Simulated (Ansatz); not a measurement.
# CH4Al radical: an energy map over bond length C1–Al2 and dihedral H3–C1–Al2–H5

Aim: map the energy of CH₄Al, SMILES [CH2][AlH2], spin multiplicity 2 over two coordinates, and find its wells, ridges and stiffness.

Program: Ansatz 0.2.0. Level of theory: UKS PBE0-D4/def2-TZVP. These are calculated values, not measurements.

## 1. Starting geometry

SMILES `[CH2][AlH2]`, 6 atoms, charge 0, spin multiplicity 2.

Atoms are counted from 1 here; the program's logs count them from 0.

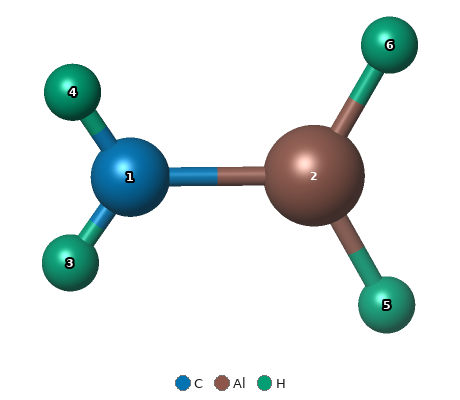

The starting geometry (carbon blue, aluminium brown, hydrogen teal); atoms are numbered from 1 in the order of the file.

Geometry (Å):

```csv
atom,x (Å),y (Å),z (Å)
C1,-0.1036,-1.0192,0.0272
Al2,0.0928,0.9122,-0.0252
H3,-0.2937,-1.6512,-0.8623
H4,-0.0397,-1.6261,0.9514
H5,-0.0253,1.6761,-1.4272
H6,0.3695,1.7081,1.3361
```

This geometry comes from a loose relaxation at PBE in a small basis, which is not shown.

## 2. Geometry optimisation

Input file input.yaml:

```yaml
crystal:
  periodic: [false, false, false]
  atoms:
    - { symbol: C, position_ang: [-0.103632, -1.019154, 0.027166] }
    - { symbol: Al, position_ang: [0.092784, 0.912228, -0.025175] }
    - { symbol: H, position_ang: [-0.293675, -1.651167, -0.862302] }
    - { symbol: H, position_ang: [-0.039698, -1.626111, 0.951437] }
    - { symbol: H, position_ang: [-0.025295, 1.676116, -1.42723] }
    - { symbol: H, position_ang: [0.369516, 1.708077, 1.336104] }
magnetization:
  spin_polarized: true
  initial_magnetization: 1
basis:
  gaussian: { orbitals: def2-TZVP }
hamiltonian:
  xc: pbe0
  dispersion: d4
output:
  forces: true
relax:
  f_tol: 0.003
  max_steps: 120
```

The run is started by

```sh
ansatz run input.yaml --threads 1 --pin off --max-ram 2560MiB --backend cpu --events-out ev --progress --plain --runs-dir out
```

The program printed, cut to the lines that bear on the results:

```text
Warning: RAYON_NUM_THREADS=1 ignored (pool sized by the plan → 1); use --threads N
[...]
Functional definition: PBE0
[...]
635 factors; their error is unknown
[...]
mean field -7692.97566658 eV, -282.7116412605 hartree, gradient 2.7e-5 eV, S^2 0.753934; 0 other end points of the search recorded, 0 dependent functions left out
[...]
reference -7692.97569794 eV, -282.7116424130 hartree; 12, 11 occupied and 80, 81 virtual orbitals, 635 factors
relax step   1: F+E_penalty+E_count = -7693.03121329 eV  Δ(F+E_penalty+E_count) = +0.000e0 eV  max|allowed force component| = 4.954e-1 eV/Å  Δτ_max = 0.0000 Å  (26 SCF iters, accepted)
[...]
relax step   3: F+E_penalty+E_count = -7693.04800085 eV  Δ(F+E_penalty+E_count) = -1.157e-3 eV  max|allowed force component| = 7.315e-3 eV/Å  Δτ_max = 0.0070 Å  (33 SCF iters, accepted)
[...]
relax step   4: F+E_penalty+E_count = -7693.04801182 eV  Δ(F+E_penalty+E_count) = -1.097e-5 eV  max|allowed force component| = 1.588e-3 eV/Å  Δτ_max = 0.0014 Å  (25 SCF iters, accepted)
635 factors; their error is unknown
mean field -7692.99225544 eV, -282.7122508900 hartree, gradient 9.5e-6 eV, S^2 0.753800; 1 other end points of the search recorded, 0 dependent functions left out
[...]
reference -7692.99228675 eV, -282.7122520406 hartree; 12, 11 occupied and 80, 81 virtual orbitals, 635 factors
Total energy: -7693.04804313 eV, -282.7143010498 hartree
Atom 0 at    -0.103058    -1.013503     0.027285 Å, force    -0.000013     0.000680     0.000042 eV/Å
Atom 1 at     0.091631     0.900359    -0.024296 Å, force    -0.000199     0.000015     0.000030 eV/Å
Atom 2 at    -0.291553    -1.631741    -0.849383 Å, force     0.000174    -0.000655     0.001567 eV/Å
Atom 3 at    -0.038155    -1.609268     0.936763 Å, force    -0.000208    -0.000793    -0.001588 eV/Å
Atom 4 at    -0.023758     1.660052    -1.412379 Å, force     0.000114     0.000337    -0.000234 eV/Å
Atom 5 at     0.364893     1.694091     1.322010 Å, force     0.000132     0.000416     0.000184 eV/Å
Dipole moment:    -0.019469    -0.191725     0.005149 e Å
```

It took 9.7 s on 1 thread of Intel Xeon Platinum 8488C (Sapphire Rapids), shared host; peak memory 0.19 GiB.

The steps of the relaxation:

```
step  energy from step 1 (eV)  largest force component (eV/Å)
   1                   0.0000                          0.4954
   2                  -0.0156                          0.1335
   3                  -0.0168                          0.0073
   4                  -0.0168                          0.0016
```

Bonds that changed most:

```csv
bond,before (Å),after (Å),change (Å)
C1–H4,1.108,1.089,-0.018
C1–H3,1.108,1.089,-0.018
C1–Al2,1.942,1.924,-0.018
Al2–H5,1.601,1.587,-0.014
Al2–H6,1.601,1.587,-0.014
```

## 3. Plan of the scan

First coordinate, bond length C1–Al2: 15 values from 1.617 to 2.502 Å. Second coordinate, dihedral H3–C1–Al2–H5: 15 values from −180 to 156 °, periodic.

Nothing else is relaxed (all other coordinates rigid). Energies count from the relaxed molecule at the same level. Points are written as (first, second).

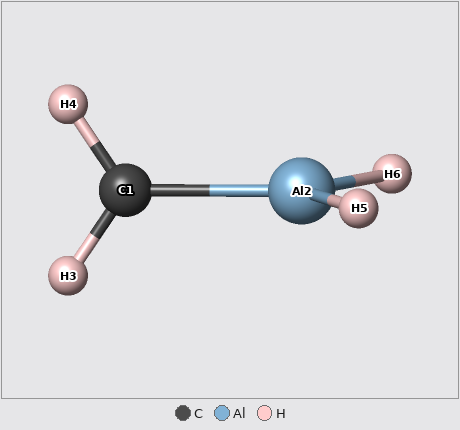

The geometry at (1.869 Å, −84°).

Of the runs on the grid, 2 are shown in the steps below; the others differ only in the two coordinates.

## 4. Grid point (1.933 Å, −180°)

Input file input.yaml:

```yaml
crystal:
  periodic: [false, false, false]
  atoms:
    - { symbol: C, position_ang: [-0.103058, -1.013503, 0.027285] }
    - { symbol: Al, position_ang: [0.092498, 0.908881, -0.024525] }
    - { symbol: H, position_ang: [-0.291553, -1.631741, -0.849383] }
    - { symbol: H, position_ang: [-0.038155, -1.609268, 0.936763] }
    - { symbol: H, position_ang: [0.365552, 1.702753, 1.321741] }
    - { symbol: H, position_ang: [-0.022384, 1.668398, -1.412746] }
magnetization:
  spin_polarized: true
  initial_magnetization: 1
basis:
  gaussian: { orbitals: def2-TZVP }
hamiltonian:
  xc: pbe0
  dispersion: d4
output:
  forces: true
```

The run is started by

```sh
ansatz run input.yaml --threads 1 --pin off --max-ram 2560MiB --backend cpu --events-out ev --progress --plain --runs-dir out
```

The program printed, cut to the lines that bear on the results:

```text
Warning: RAYON_NUM_THREADS=1 ignored (pool sized by the plan → 1); use --threads N
[...]
Functional definition: PBE0
[...]
635 factors; their error is unknown
[...]
mean field -7692.99170866 eV, -282.7122307960 hartree, gradient 3.6e-5 eV, S^2 0.753817; 0 other end points of the search recorded, 0 dependent functions left out
[...]
reference -7692.99173999 eV, -282.7122319475 hartree; 12, 11 occupied and 80, 81 virtual orbitals, 635 factors
Total energy: -7693.04742994 eV, -282.7142785155 hartree
Atom 0 at    -0.103058    -1.013503     0.027285 Å, force     0.013276     0.132484    -0.003232 eV/Å
Atom 1 at     0.092498     0.908881    -0.024525 Å, force    -0.013651    -0.136673     0.003366 eV/Å
Atom 2 at    -0.291553    -1.631741    -0.849383 Å, force     0.000392     0.004974    -0.001416 eV/Å
Atom 3 at    -0.038155    -1.609268     0.936763 Å, force     0.000725     0.004810     0.001070 eV/Å
Atom 4 at     0.365552     1.702753     1.321741 Å, force    -0.000517    -0.002890    -0.000858 eV/Å
Atom 5 at    -0.022384     1.668398    -1.412746 Å, force    -0.000226    -0.002705     0.001071 eV/Å
Dipole moment:    -0.019041    -0.186625     0.005078 e Å
```

It took 2.1 s on 1 thread of Intel Xeon Platinum 8488C (Sapphire Rapids), shared host; peak memory 0.18 GiB.

That is 0.06 kJ/mol from the zero.

## 5. Grid point (1.869 Å, −84°)

Input file input.yaml:

```yaml
crystal:
  periodic: [false, false, false]
  atoms:
    - { symbol: C, position_ang: [-0.103058, -1.013503, 0.027285] }
    - { symbol: Al, position_ang: [0.086024, 0.845233, -0.02281] }
    - { symbol: H, position_ang: [-0.291553, -1.631741, -0.849383] }
    - { symbol: H, position_ang: [-0.038155, -1.609268, 0.936763] }
    - { symbol: H, position_ang: [1.497458, 1.477477, -0.376848] }
    - { symbol: H, position_ang: [-1.167493, 1.766402, 0.289222] }
magnetization:
  spin_polarized: true
  initial_magnetization: 1
basis:
  gaussian: { orbitals: def2-TZVP }
hamiltonian:
  xc: pbe0
  dispersion: d4
output:
  forces: true
```

The run is started by

```sh
ansatz run input.yaml --threads 1 --pin off --max-ram 2560MiB --backend cpu --events-out ev --progress --plain --runs-dir out
```

The program printed, cut to the lines that bear on the results:

```text
Warning: RAYON_NUM_THREADS=1 ignored (pool sized by the plan → 1); use --threads N
[...]
Functional definition: PBE0
[...]
635 factors; their error is unknown
[...]
mean field -7692.81018741 eV, -282.7055600133 hartree, gradient 1.1e-5 eV, S^2 0.754453; 0 other end points of the search recorded, 0 dependent functions left out
[...]
reference -7692.81021811 eV, -282.7055611416 hartree; 12, 11 occupied and 80, 81 virtual orbitals, 635 factors
Total energy: -7692.86626569 eV, -282.7076208522 hartree
Atom 0 at    -0.103058    -1.013503     0.027285 Å, force    -0.090514    -0.889913     0.024179 eV/Å
Atom 1 at     0.086024     0.845233    -0.022810 Å, force     0.085951     0.846185    -0.023182 eV/Å
Atom 2 at    -0.291553    -1.631741    -0.849383 Å, force     0.019056    -0.082357     0.033965 eV/Å
Atom 3 at    -0.038155    -1.609268     0.936763 Å, force    -0.035377    -0.078702    -0.029651 eV/Å
Atom 4 at     1.497458     1.477477    -0.376848 Å, force     0.007907     0.102213    -0.017233 eV/Å
Atom 5 at    -1.167493     1.766402     0.289222 Å, force     0.012976     0.102573     0.011922 eV/Å
Dipole moment:    -0.015319    -0.150793     0.004121 e Å
```

Wall time 2.1 s (1 thread of Intel Xeon Platinum 8488C (Sapphire Rapids), shared host); peak memory 0.18 GiB.

Energy on the map's scale: 18 kJ/mol.

## 6. All points together

120 points were computed, 105 more follow by symmetry. Energies in kJ/mol, from the relaxed molecule at the same level:

| dihedral H3–C1–Al2–H5 (°) ↓, bond length C1–Al2 (Å) → | 1.617 | 1.680 | 1.743 | 1.806 | 1.869 | 1.933 | 1.996 | 2.059 | 2.122 | 2.186 | 2.249 | 2.312 | 2.375 | 2.439 | 2.502 |
| --- | --- | --- | --- | --- | --- | --- | --- | --- | --- | --- | --- | --- | --- | --- | --- |
| 156 | 125 | 72 | 37 | 16 | 5 | 2 | 6 | 14 | 27 | 42 | 59 | 77 | 96 | 116 | 136 |
| 132 | 128 | 76 | 42 | 21 | 10 | 8 | 11 | 20 | 32 | 46 | 63 | 81 | 100 | 119 | 139 |
| 108 | 133 | 82 | 48 | 27 | 16 | 13 | 17 | 25 | 37 | 51 | 67 | 85 | 103 | 123 | 142 |
| 84 | 135 | 84 | 49 | 28 | 18 | 15 | 18 | 26 | 38 | 52 | 68 | 86 | 104 | 123 | 142 |
| 60 | 131 | 79 | 45 | 24 | 13 | 11 | 14 | 22 | 34 | 49 | 65 | 83 | 102 | 121 | 140 |
| 36 | 126 | 74 | 39 | 18 | 7 | 5 | 8 | 17 | 29 | 44 | 61 | 79 | 98 | 117 | 137 |
| 12 | 124 | 71 | 36 | 14 | 3 | 1 | 4 | 13 | 25 | 40 | 57 | 76 | 95 | 115 | 135 |
| −12 | 124 | 71 | 36 | 14 | 3 | 1 | 4 | 13 | 25 | 40 | 57 | 76 | 95 | 115 | 135 |
| −36 | 126 | 74 | 39 | 18 | 7 | 5 | 8 | 17 | 29 | 44 | 61 | 79 | 98 | 117 | 137 |
| −60 | 131 | 79 | 45 | 24 | 13 | 11 | 14 | 22 | 34 | 49 | 65 | 83 | 102 | 121 | 140 |
| −84 | 135 | 84 | 49 | 28 | 18 | 15 | 18 | 26 | 38 | 52 | 68 | 86 | 104 | 123 | 142 |
| −108 | 133 | 82 | 48 | 27 | 16 | 13 | 17 | 25 | 37 | 51 | 67 | 85 | 103 | 123 | 142 |
| −132 | 128 | 76 | 42 | 21 | 10 | 8 | 11 | 20 | 32 | 46 | 63 | 81 | 100 | 119 | 139 |
| −156 | 125 | 72 | 37 | 16 | 5 | 2 | 6 | 14 | 27 | 42 | 59 | 77 | 96 | 116 | 136 |
| −180 | 124 | 71 | 35 | 14 | 3 | 0 | 4 | 12 | 25 | 40 | 57 | 75 | 94 | 114 | 134 |

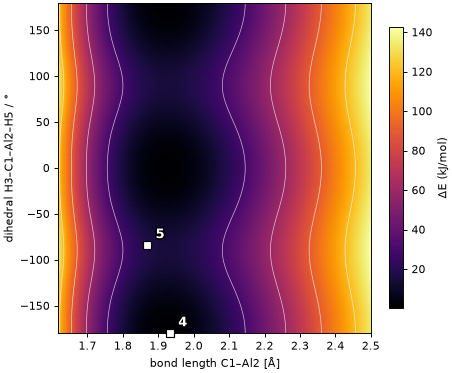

The map; numbers mark the steps of this session that print a point's run. In the figure: a smooth colour map. Between grid points the surface is interpolated.

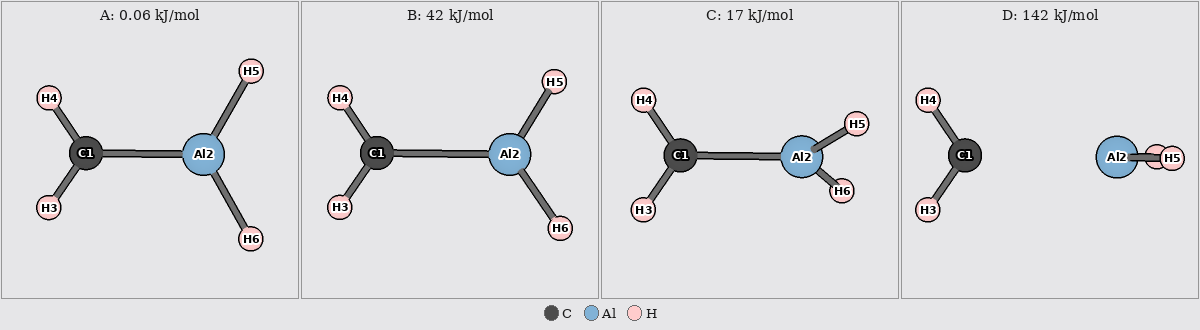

Structures on the grid, at one scale: A at (1.933 Å, −180°); B at (2.186 Å, 156°); C at (1.996 Å, −108°); D at (2.502 Å, −84°).

On the same grid, dipole moment (D):

```csv
"dihedral H3–C1–Al2–H5 (°) ↓, bond length C1–Al2 (Å) →",1.617,1.680,1.743,1.806,1.869,1.933,1.996,2.059,2.122,2.186,2.249,2.312,2.375,2.439,2.502
156,1.66,1.52,1.36,1.20,1.03,0.85,0.67,0.49,0.31,0.12,0.06,0.25,0.43,0.61,0.79
132,1.46,1.34,1.20,1.05,0.90,0.73,0.56,0.38,0.20,0.02,0.16,0.34,0.51,0.69,0.86
108,1.30,1.19,1.06,0.92,0.76,0.60,0.43,0.26,0.09,0.08,0.25,0.43,0.59,0.76,0.92
84,1.27,1.15,1.02,0.88,0.73,0.57,0.40,0.23,0.06,0.11,0.28,0.45,0.62,0.78,0.94
60,1.37,1.26,1.12,0.98,0.82,0.66,0.49,0.32,0.14,0.04,0.21,0.38,0.56,0.73,0.89
36,1.56,1.43,1.29,1.13,0.97,0.79,0.62,0.44,0.26,0.08,0.11,0.29,0.47,0.65,0.82
12,1.74,1.58,1.41,1.24,1.07,0.89,0.71,0.52,0.34,0.15,0.04,0.22,0.41,0.59,0.77
−12,1.74,1.58,1.41,1.24,1.07,0.89,0.71,0.52,0.34,0.15,0.04,0.22,0.41,0.59,0.77
−36,1.56,1.43,1.29,1.13,0.97,0.79,0.62,0.44,0.26,0.08,0.11,0.29,0.47,0.65,0.82
−60,1.37,1.26,1.12,0.98,0.82,0.66,0.49,0.32,0.14,0.04,0.21,0.38,0.56,0.73,0.89
−84,1.27,1.15,1.02,0.88,0.73,0.57,0.40,0.23,0.06,0.11,0.28,0.45,0.62,0.78,0.94
−108,1.30,1.19,1.06,0.92,0.76,0.60,0.43,0.26,0.09,0.08,0.25,0.43,0.59,0.76,0.92
−132,1.46,1.34,1.20,1.05,0.90,0.73,0.56,0.38,0.20,0.02,0.16,0.34,0.51,0.69,0.86
−156,1.66,1.52,1.36,1.20,1.03,0.85,0.67,0.49,0.31,0.12,0.06,0.25,0.43,0.61,0.79
−180,1.77,1.60,1.43,1.26,1.08,0.90,0.72,0.53,0.35,0.16,0.03,0.21,0.40,0.58,0.76
```

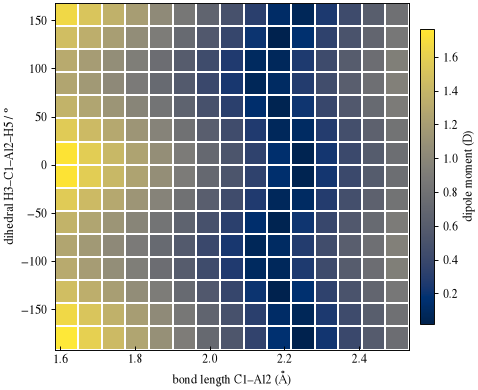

The dipole moment over the grid. In the figure: one coloured cell a grid point.

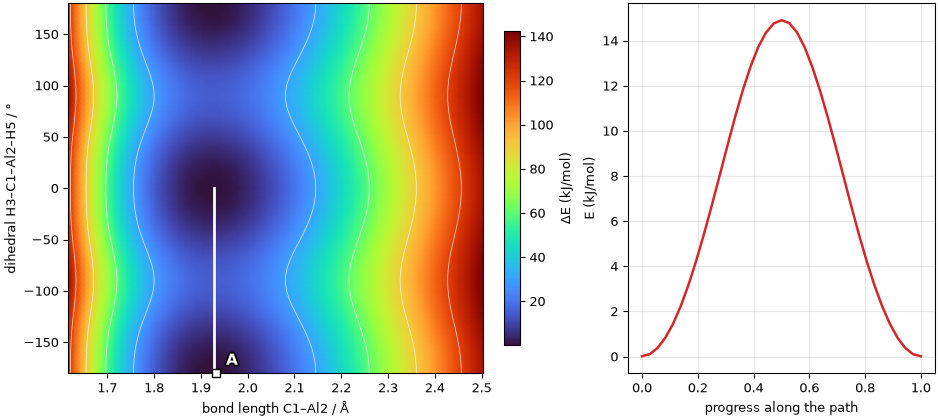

The easiest path on the interpolated surface, from its minimum near A. In the figure: a smooth colour map, a line along the lowest path, the energy along the path at the right. Between grid points the surface is interpolated.

## 7. What came out

```
               quantity                                                                           value
           lowest point                                                   (1.933 Å, −180°), 0.06 kJ/mol
 highest computed point                                    (2.502 Å, −84°), 142 kJ/mol above the lowest
      dipole moment (D)  0.02 at (2.186 Å, −132°) to 1.77 at (1.617 Å, −180°); 0.90 at the lowest point
time for the whole task                                                4.8 min on 1 thread, shared host
```

In words: The lowest computed point is at (1.933 Å, −180°), 0.06 kJ/mol from the relaxed molecule at the same level; the map holds 2 wells of about this depth. The grid is coarse, so the true minimum lies between grid points and may sit elsewhere than the lowest one. No other kind of well shows on this grid. The highest computed point, (2.502 Å, −84°), lies 142 kJ/mol above the lowest. On the interpolated surface the easiest way out of the lowest well to the well at (1.933 Å, −12°) passes a barrier of about 15 kJ/mol. Round the minimum the two coordinates are nearly uncoupled.
